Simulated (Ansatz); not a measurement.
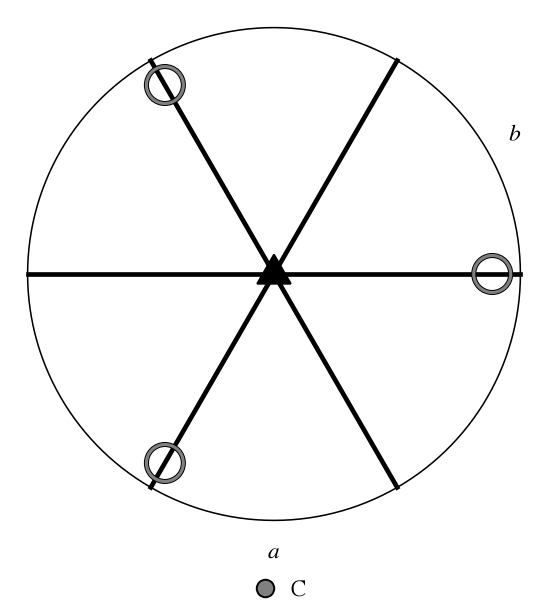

Directions from one boron atom at (1/3, 2/3, 0.916) to its bonded neighbours, in stereographic projection down c (filled: above the plane of the page or in it, open: below). Crystal: BC, the geometry relaxed with Ansatz 0.2.0, DFT PBE, scalar-relativistic, plane waves, PAW; the starting structure was generated, so it need not be a known form of this composition. Symmetry computed with spglib at a tolerance of 0.002 Å; standard conventional cell.

Neighbours are counted up to 1.86 Å for C. The symmetry elements of the site are drawn in: heavy lines are mirror planes (a heavy rim: a mirror in the plane of the page); lens, triangle, square and hexagon are 2-, 3-, 4- and 6-fold axes, a lens in an open square is −4, a triangle in an open hexagon −6; thin dashed diameters join the ends of axes that lie in the page; a small open circle marks inversion.

```
B C
1.0
     2.73162    0.00000    0.00000
    -1.36581    2.36566    0.00000
     0.00000    0.00000   13.29355
B C
6 6
Direct
  0.33333 0.66667 0.91614
  0.00000 0.00000 0.75052
  0.00000 0.00000 0.24948
  0.66667 0.33333 0.08386
  0.66667 0.33333 0.58281
  0.33333 0.66667 0.41719
  0.66667 0.33333 0.76497
  0.66667 0.33333 0.90169
  0.33333 0.66667 0.09831
  0.33333 0.66667 0.23503
  0.00000 0.00000 0.43164
  0.00000 0.00000 0.56836
```

Question: How many neighbours are there, and at what angles?

Answer: 3: 3 C at 1.59 Å. Angles between bonds: 119° (3×).

Question: What is the site's symmetry in the crystal?

Answer: Point group 3m (C3v), order 6: one threefold axis, three mirror planes. In R-3m (No. 166, hexagonal axes) this is Wyckoff position 6c.
